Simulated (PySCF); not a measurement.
Se(H)(Et), C2H6Se, SMILES CC[SeH] at its PBE0/def2-SVP optimised geometry (Å):

```
9

Se    -0.1090    -1.8594     0.0000
H      1.3629    -1.8594     0.0000
C     -0.2800     0.0927     0.0000
C      0.2529     0.7712    -1.2452
H      0.1974     0.4754     0.9136
H     -1.3629     0.2559     0.1123
H     -0.2381     0.3871    -2.1516
H      1.3361     0.6101    -1.3587
H      0.0812     1.8594    -1.1947
```

Computed with PBE0/def2-TZVP in PySCF 2.14.0.

Map of the electron localisation function on the plane z = 1.0 Å:

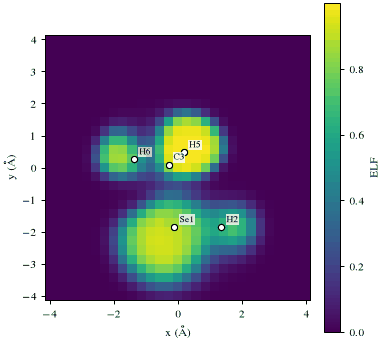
Electron localisation function on the plane z = 1.0 Å.
